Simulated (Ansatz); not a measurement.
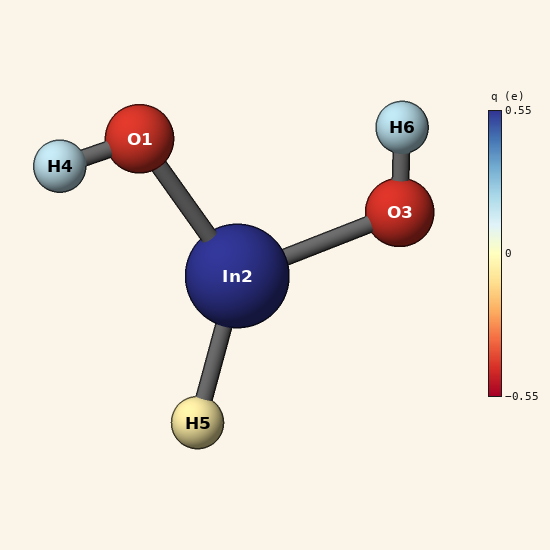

Atoms are coloured by their Mulliken charges. Computed geometry: PBE-D4/def2-SVP optimisation. No frequency run is at hand to confirm it as a minimum. Method: RKS PBE-D4/def2-SVP, core potentials on In (Ansatz 0.2.0).

List the Mulliken charges.

```tsv
atom	value (e)
O1	−0.43
In2	0.55
O3	−0.43
H4	0.18
H5	−0.06
H6	0.19
```

Mulliken values depend strongly on the basis set and can even reverse the polarity of a bond.
